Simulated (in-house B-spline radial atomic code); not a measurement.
# Ta⁹⁺: density, ELF and screening along the radius

Aim: the shell structure of Ta⁹⁺ in the radial density, the electron localisation function and the screened nuclear charge, under several settings.

Program: in-house B-spline radial atomic code version 1. Level of theory: several methods, spin-polarised, as named in each step; spherical all-electron atom at the radial basis limit. These are calculated values, not measurements, unless marked.

**1. The system**

```
element       : tantalum (Z = 73)
charge        : +9
electrons     : 64
configuration : [Kr] 4d10 4f13 5s2 5p3
nucleus       : point (non-relativistic runs) or finite (X2C runs)
```

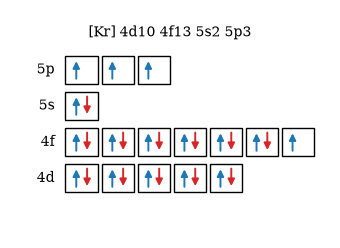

Occupation of the outer shells (arrows by Hund's rule).

Where spins are not typed, each open shell is filled with up spins first.

**2. LDA (VWN5), non-rel.**

Settings, as recorded:

```ini
Z = 73
electrons = 64.0
configuration = [Kr] 4d10 4f13 5s2 5p3
hamiltonian = nr
method = lda,vwn
spin_polarised = True
```

Command:

```
> python run_scf.py task.json out
```

The settings of every run stand in task.json; they run in order.

The program writes no log. Results of the run, from its result record (rounded, main fields):

```text
status: converged
scf [iteration, energy, orbital gradient]:
  - [1, -14694.9652535, 1.42]
  - [2, -14718.4200541, 1.97]
  - [3, -14770.6577381, 0.327]
  - [4, -14771.9810385, 0.108]
  - [5, -14772.0835909, 0.0289]
  - [6, -14772.0893278, 0.00925]
  - [7, -14772.0907964, 0.00246]
  - [8, -14772.0908771, 3.71e-05]
  - [9, -14772.0908771, 1.07e-06]
  - [10, -14772.0908771, 7.22e-08]
energy [hartree]: {"total": -14772.0908771, "kinetic": 14766.9173018, "nuclear": -34833.4793631, "coulomb": 5581.35722029, "xc": -286.886036038}
orbitals [hartree, bohr; first row names the columns]:
  - ["name", "occ", "eps", "<r>", "<r^2>", "<1/r>", "r_max", "density_at_nucleus", "spin_orbit_zeta"]
  - ["1s up", 1.0, -2280.9979, 0.020766, 0.00057622, 72.411, 0.013777, 121830.0, "-"]
  - ["1s down", 1.0, -2280.9845, 0.020765, 0.00057622, 72.411, 0.013777, 121830.0, "-"]
  - ["2s up", 1.0, -378.42817, 0.087781, 0.0090312, 16.97, 0.075094, 13357.0, "-"]
  - ["2s down", 1.0, -378.41856, 0.08778, 0.009031, 16.97, 0.075094, 13358.0, "-"]
  - ["2p up", 3.0, -362.85387, 0.074248, 0.0066778, 17.008, 0.058284, "-", 25.637]
  - ["2p down", 3.0, -362.84155, 0.074248, 0.0066777, 17.008, 0.058285, "-", 25.637]
  - ["3s up", 1.0, -90.240557, 0.22334, 0.056816, 6.5118, 0.2066, 2927.9, "-"]
  - ["3s down", 1.0, -90.204558, 0.22331, 0.0568, 6.5128, 0.20658, 2928.8, "-"]
  - ["3p up", 3.0, -83.024661, 0.21329, 0.052573, 6.4648, 0.19468, "-", 5.4367]
  - ["3p down", 3.0, -82.989769, 0.21326, 0.052557, 6.4657, 0.19466, "-", 5.4384]
  - ["3d up", 5.0, -69.527563, 0.18717, 0.040961, 6.3874, 0.15359, "-", 0.85667]
  - ["3d down", 5.0, -69.499552, 0.18714, 0.040944, 6.3884, 0.15357, "-", 0.85699]
  - ["4s up", 1.0, -22.216724, 0.49786, 0.2794, 2.8117, 0.46497, 707.76, "-"]
  - ["4s down", 1.0, -22.159749, 0.4977, 0.27916, 2.8119, 0.46501, 707.67, "-"]
  - ["4p up", 3.0, -19.218706, 0.50509, 0.28978, 2.7213, 0.46592, "-", 1.2395]
  - ["4p down", 3.0, -19.160499, 0.50483, 0.2894, 2.722, 0.46596, "-", 1.2398]
  - ["4d up", 5.0, -13.752732, 0.52179, 0.31485, 2.5268, 0.4626, "-", 0.16726]
  - ["4d down", 5.0, -13.691554, 0.52114, 0.3139, 2.5289, 0.46261, "-", 0.16749]
  - ["4f up", 7.0, -6.6268391, 0.58269, 0.41373, 2.1258, 0.42857, "-", 0.023671]
  - ["4f down", 6.0, -6.5537097, 0.57923, 0.40813, 2.1345, 0.42826, "-", 0.023876]
  - ["5s up", 1.0, -7.144906, 1.1054, 1.3594, 1.1972, 1.0356, 146.21, "-"]
  - ["5s down", 1.0, -6.9975456, 1.1053, 1.3608, 1.1991, 1.0328, 147.07, "-"]
  - ["5p up", 3.0, -6.1701054, 1.1761, 1.5431, 1.1161, 1.094, "-", 0.2354]
sum_r [bohr^k]: {"-1": 477.171, "1": 26.7937, "2": 19.03182}
density_at_nucleus [bohr^-3]: 277941.6
spin_density_at_nucleus [bohr^-3]: -2.36925
mass_velocity [hartree]: -2390.982
darwin [hartree]: 1697.176
radius_at_0.001 [bohr]: 2.415
radius_enclosing_fraction [bohr]: {"0.5": 0.3413, "0.9": 0.8818, "0.99": 1.59}
slater [hartree]:
  F0(4f up,4f up): 1.5712
  F2(4f up,4f up): 0.77105
  F4(4f up,4f up): 0.48877
  F6(4f up,4f up): 0.35308
  F0(4f up,4f down): 1.5755
  F2(4f up,4f down): 0.77397
  F4(4f up,4f down): 0.49081
  F6(4f up,4f down): 0.35461
  F0(4f up,5p up): 0.92881
  F2(4f up,5p up): 0.2994
  G2(4f up,5p up): 0.11752
  G4(4f up,5p up): 0.099967
  F0(4f down,4f down): 1.5799
  F2(4f down,4f down): 0.77693
  F4(4f down,4f down): 0.49287
  F6(4f down,4f down): 0.35615
  F0(4f down,5p up): 0.92972
  F2(4f down,5p up): 0.29823
  F0(5p up,5p up): 0.76331
  F2(5p up,5p up): 0.41809
```

It took 0.45 s on 1 thread, shared host.

radius_at_0.001 is where the density falls to 0.001 electrons per bohr³.

Fields along the radius, from the same record (one point in 2):

```csv
r (bohr),4πr²n (1/bohr),ELF,screened charge r·V (e),reduced gradient s,4πr²(n↑−n↓)
0.00319,22.32,0.9987,71.49,0.4211,0.00000
0.00481,40.10,0.9976,70.75,0.4538,0.0005244
0.00724,63.95,0.9938,69.68,0.5054,0.003159
0.0109,86.21,0.9747,68.16,0.5842,0.01369
0.0164,93.37,0.8440,66.07,0.6775,0.04761
0.0247,85.84,0.4220,63.23,0.6325,0.1282
0.0372,95.29,0.3966,59.41,0.3214,0.2289
0.0560,126.0,0.7055,54.40,0.3177,0.1777
0.0843,116.9,0.5466,48.29,0.4582,0.0004721
0.127,107.0,0.4245,41.10,0.2480,0.4049
0.191,112.4,0.7077,33.20,0.3731,0.7189
0.288,63.90,0.2772,25.38,0.3999,1.437
0.433,72.75,0.6774,17.86,0.2301,2.672
0.653,40.69,0.5516,12.53,0.5912,1.324
0.983,13.34,0.3308,10.02,0.6917,3.830
1.48,3.687,0.5759,9.125,1.443,2.083
2.23,0.1774,0.09449,9.003,6.357,0.1243
3.35,0.0005434,0.0001034,9.000,63.07,0.0004417
```

**3. PBE, non-rel.**

The settings differ from step 2 so:

```diff
@@ -4,3 +4,3 @@
 hamiltonian = nr
-method = lda,vwn
+method = pbe,pbe
 spin_polarised = True
```

Main fields:

```text
status: converged
iterations: 10
energy [hartree]: {"total": -14779.8247842, "kinetic": 14776.2234868, "nuclear": -34843.5339226, "coulomb": 5582.17854329, "xc": -294.692891786}
orbitals [hartree, bohr; first row names the columns]:
  - ["name", "occ", "eps", "<r>"]
  - ["1s up", 1.0, -2282.7227, 0.020754]
  - ["1s down", 1.0, -2282.7103, 0.020754]
  - ["2s up", 1.0, -378.64222, 0.087738]
  - ["2s down", 1.0, -378.63499, 0.087737]
  - ["2p up", 3.0, -362.94056, 0.074232]
  - ["2p down", 3.0, -362.92924, 0.074232]
  - ["3s up", 1.0, -90.286634, 0.22315]
  - ["3s down", 1.0, -90.252609, 0.22311]
  - ["3p up", 3.0, -83.035264, 0.21317]
  - ["3p down", 3.0, -83.001851, 0.21314]
  - ["3d up", 5.0, -69.518223, 0.18712]
  - ["3d down", 5.0, -69.491849, 0.18708]
  - ["4s up", 1.0, -22.249098, 0.49739]
  - ["4s down", 1.0, -22.193374, 0.49726]
  - ["4p up", 3.0, -19.23449, 0.50477]
  - ["4p down", 3.0, -19.177268, 0.50452]
  - ["4d up", 5.0, -13.750404, 0.52166]
  - ["4d down", 5.0, -13.68961, 0.52093]
  - ["4f up", 7.0, -6.6104254, 0.58294]
  - ["4f down", 6.0, -6.5349605, 0.57869]
  - ["5s up", 1.0, -7.1363788, 1.1057]
  - ["5s down", 1.0, -6.9655195, 1.1061]
  - ["5p up", 3.0, -6.1598309, 1.177]
sum_r [bohr^k]: {"-1": 477.3087, "1": 26.78944, "2": 19.0284}
```

Wall time 0.23 s (1 thread, shared host).

The record's radial tables, every 4th point:

```csv
r (bohr),4πr²n (1/bohr),ELF,screened charge r·V (e),reduced gradient s,4πr²(n↑−n↓)
0.00319,22.35,0.9987,71.49,0.4211,0.00000
0.00724,64.02,0.9938,69.68,0.5055,0.003149
0.0164,93.40,0.8439,66.07,0.6779,0.04726
0.0372,95.29,0.3966,59.40,0.3210,0.2273
0.0844,116.8,0.5452,48.27,0.4588,0.0003389
0.191,112.4,0.7083,33.20,0.3734,0.7101
0.434,72.88,0.6797,17.82,0.2307,2.647
0.983,13.31,0.3302,10.02,0.6902,3.849
2.23,0.1803,0.09624,9.003,6.266,0.1263
```

**4. Hartree-Fock, non-rel.**

The settings differ from step 3 so:

```diff
@@ -4,3 +4,3 @@
 hamiltonian = nr
-method = pbe,pbe
+method = hf
 spin_polarised = True
```

Main fields:

```text
status: converged
iterations: 11
energy [hartree]: {"total": -14776.6137928, "kinetic": 14776.6137944, "nuclear": -34846.7057214, "coulomb": 5584.34155787, "exact_exchange": -290.863423732}
orbitals [hartree, bohr; first row names the columns]:
  - ["name", "occ", "eps", "<r>"]
  - ["1s up", 1.0, -2302.4878, 0.020753]
  - ["1s down", 1.0, -2302.4618, 0.020753]
  - ["2s up", 1.0, -386.91524, 0.087677]
  - ["2s down", 1.0, -386.89841, 0.087673]
  - ["2p up", 3.0, -370.29507, 0.074276]
  - ["2p down", 3.0, -370.26794, 0.074278]
  - ["3s up", 1.0, -94.254256, 0.22255]
  - ["3s down", 1.0, -94.181984, 0.22248]
  - ["3p up", 3.0, -86.547219, 0.2129]
  - ["3p down", 3.0, -86.461508, 0.21286]
  - ["3d up", 5.0, -72.358785, 0.18722]
  - ["3d down", 5.0, -72.292133, 0.18711]
  - ["4s up", 1.0, -24.243147, 0.49562]
  - ["4s down", 1.0, -24.097626, 0.49575]
  - ["4p up", 3.0, -20.979208, 0.50353]
  - ["4p down", 3.0, -20.809587, 0.50437]
  - ["4d up", 5.0, -15.054625, 0.52183]
  - ["4d down", 5.0, -14.889538, 0.52087]
  - ["4f up", 7.0, -7.299045, 0.57711]
  - ["4f down", 6.0, -7.1947243, 0.57352]
  - ["5s up", 1.0, -7.6841254, 1.1148]
  - ["5s down", 1.0, -7.1152771, 1.1213]
  - ["5p up", 3.0, -6.4924248, 1.1859]
sum_r [bohr^k]: {"-1": 477.3521, "1": 26.75953, "2": 18.99489}
```

Wall time 0.4 s (1 thread, shared host).

The record's radial tables, every 4th point:

```csv
r (bohr),4πr²n (1/bohr),ELF,screened charge r·V (e),reduced gradient s,4πr²(n↑−n↓)
0.00320,22.46,0.9987,71.49,0.4211,0.0002816
0.00726,64.21,0.9938,69.67,0.5057,0.003850
0.0165,93.37,0.8400,66.04,0.6793,0.04773
0.0374,95.62,0.4000,59.34,0.3176,0.2248
0.0848,116.4,0.5403,48.19,0.4599,-0.004548
0.192,112.1,0.7096,33.08,0.3776,0.7042
0.436,73.25,0.6842,17.71,0.2307,2.670
0.990,12.81,0.3224,9.994,0.7015,3.829
2.25,0.1696,0.1072,9.003,6.455,0.1176
```

**5. OLYP, non-rel.**

The settings differ from step 4 so:

```diff
@@ -4,3 +4,3 @@
 hamiltonian = nr
-method = hf
+method = optx,lyp
 spin_polarised = True
```

Main fields:

```text
status: converged
iterations: 10
energy [hartree]: {"total": -14785.6562961, "kinetic": 14782.5089193, "nuclear": -34855.4904764, "coulomb": 5588.0531006, "xc": -300.727839584}
orbitals [hartree, bohr; first row names the columns]:
  - ["name", "occ", "eps", "<r>"]
  - ["1s up", 1.0, -2282.6262, 0.020756]
  - ["1s down", 1.0, -2282.6131, 0.020756]
  - ["2s up", 1.0, -378.85556, 0.087736]
  - ["2s down", 1.0, -378.84675, 0.087735]
  - ["2p up", 3.0, -363.18075, 0.074228]
  - ["2p down", 3.0, -363.16742, 0.074229]
  - ["3s up", 1.0, -90.381908, 0.22313]
  - ["3s down", 1.0, -90.344622, 0.22309]
  - ["3p up", 3.0, -83.139656, 0.21313]
  - ["3p down", 3.0, -83.103229, 0.21309]
  - ["3d up", 5.0, -69.651484, 0.18702]
  - ["3d down", 5.0, -69.62274, 0.18698]
  - ["4s up", 1.0, -22.283697, 0.49726]
  - ["4s down", 1.0, -22.229949, 0.49715]
  - ["4p up", 3.0, -19.272499, 0.50455]
  - ["4p down", 3.0, -19.217087, 0.5043]
  - ["4d up", 5.0, -13.795007, 0.52114]
  - ["4d down", 5.0, -13.7351, 0.52029]
  - ["4f up", 7.0, -6.6504349, 0.58144]
  - ["4f down", 6.0, -6.57129, 0.57606]
  - ["5s up", 1.0, -7.1570942, 1.1033]
  - ["5s down", 1.0, -6.9473495, 1.1055]
  - ["5p up", 3.0, -6.1780675, 1.1735]
sum_r [bohr^k]: {"-1": 477.4725, "1": 26.74116, "2": 18.94521}
```

It took 0.22 s on 1 thread, shared host.

Fields along the radius, from the same record (one point in 4):

```csv
r (bohr),4πr²n (1/bohr),ELF,screened charge r·V (e),reduced gradient s,4πr²(n↑−n↓)
0.00319,22.34,0.9987,71.49,0.4210,-0.00005
0.00723,63.93,0.9938,69.68,0.5052,0.003020
0.0164,93.40,0.8439,66.07,0.6779,0.04763
0.0372,95.32,0.3967,59.40,0.3209,0.2295
0.0842,117.0,0.5475,48.30,0.4584,0.0002387
0.191,112.5,0.7078,33.17,0.3735,0.7086
0.433,72.97,0.6783,17.82,0.2299,2.639
0.981,13.33,0.3296,10.02,0.6908,3.886
2.22,0.1869,0.1004,9.003,6.086,0.1272
```

**6. AM05, non-rel.**

The settings differ from step 5 so:

```diff
@@ -4,3 +4,3 @@
 hamiltonian = nr
-method = optx,lyp
+method = am05
 spin_polarised = True
```

Main fields:

```text
status: converged
iterations: 10
energy [hartree]: {"total": -14772.3532517, "kinetic": 14767.5091965, "nuclear": -34834.3313443, "coulomb": 5581.6290605, "xc": -287.160164397}
orbitals [hartree, bohr; first row names the columns]:
  - ["name", "occ", "eps", "<r>"]
  - ["1s up", 1.0, -2281.1037, 0.020764]
  - ["1s down", 1.0, -2281.0906, 0.020764]
  - ["2s up", 1.0, -378.43809, 0.087776]
  - ["2s down", 1.0, -378.42891, 0.087775]
  - ["2p up", 3.0, -362.81781, 0.074252]
  - ["2p down", 3.0, -362.80537, 0.074252]
  - ["3s up", 1.0, -90.236465, 0.22331]
  - ["3s down", 1.0, -90.200717, 0.22328]
  - ["3p up", 3.0, -83.00948, 0.21328]
  - ["3p down", 3.0, -82.974764, 0.21325]
  - ["3d up", 5.0, -69.514212, 0.18717]
  - ["3d down", 5.0, -69.486531, 0.18713]
  - ["4s up", 1.0, -22.214305, 0.4978]
  - ["4s down", 1.0, -22.159988, 0.49765]
  - ["4p up", 3.0, -19.212276, 0.50507]
  - ["4p down", 3.0, -19.156539, 0.50481]
  - ["4d up", 5.0, -13.744352, 0.5218]
  - ["4d down", 5.0, -13.684995, 0.52106]
  - ["4f up", 7.0, -6.6166363, 0.58289]
  - ["4f down", 6.0, -6.5423831, 0.57857]
  - ["5s up", 1.0, -7.1397292, 1.1051]
  - ["5s down", 1.0, -6.9681601, 1.1047]
  - ["5p up", 3.0, -6.1640845, 1.1754]
sum_r [bohr^k]: {"-1": 477.1826, "1": 26.78741, "2": 19.01625}
```

It took 0.23 s on 1 thread, shared host.

The record's radial tables, every 4th point:

```csv
r (bohr),4πr²n (1/bohr),ELF,screened charge r·V (e),reduced gradient s,4πr²(n↑−n↓)
0.00319,22.32,0.9987,71.49,0.4211,-0.00004
0.00724,63.96,0.9938,69.68,0.5054,0.003040
0.0164,93.37,0.8441,66.07,0.6777,0.04750
0.0372,95.27,0.3966,59.41,0.3213,0.2288
0.0843,116.9,0.5467,48.29,0.4584,0.0002735
0.191,112.4,0.7078,33.20,0.3731,0.7129
0.433,72.77,0.6775,17.86,0.2299,2.652
0.982,13.36,0.3301,10.02,0.6906,3.845
2.23,0.1755,0.09344,9.003,6.374,0.1224
```

**7. Results**

| run | total energy (hartree) | highest level (eV) | radius holding 50 / 90 / 99 % (bohr) | radius at n = 0.001 (bohr) | ELF minima on the full grid (bohr) |
| --- | --- | --- | --- | --- | --- |
| LDA (VWN5), non-rel. | -14772.0909 | -167.90 | 0.341 / 0.882 / 1.59 | 2.42 | 0.030, 0.10, 0.29, 0.98 |
| PBE, non-rel. | -14779.8248 | -167.62 | 0.341 / 0.881 / 1.59 | 2.42 | 0.030, 0.10, 0.29, 0.98 |
| Hartree-Fock, non-rel. | -14776.6138 | -176.67 | 0.342 / 0.877 / 1.60 | 2.42 | 0.030, 0.10, 0.29, 0.99 |
| OLYP, non-rel. | -14785.6563 | -168.11 | 0.341 / 0.879 / 1.58 | 2.42 | 0.030, 0.10, 0.29, 0.98 |
| AM05, non-rel. | -14772.3533 | -167.73 | 0.341 / 0.881 / 1.59 | 2.41 | 0.030, 0.10, 0.29, 0.98 |

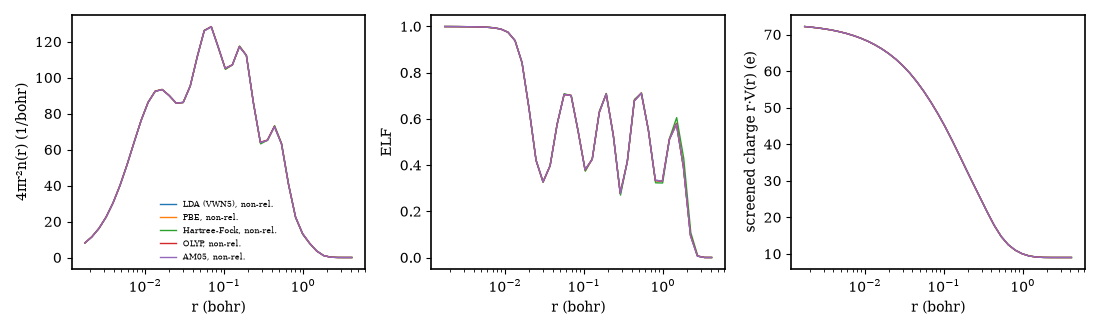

Radial density, ELF and screened nuclear charge of all runs.

**Reading.** In the first run ELF has 4 minima on the grid, which mark the borders between shells. On the record's full grid the screened charge (r times the electrostatic potential) falls from 72.9 near the nucleus to 9.00 at 4.1 bohr; far out it tends to the net charge, 9. The grid is coarse (about 23 % a step), so the places of minima are rough.

Members of this set that are not shown: 3 used exact exchange with fractional occupations of an open shell, which is unsound here.
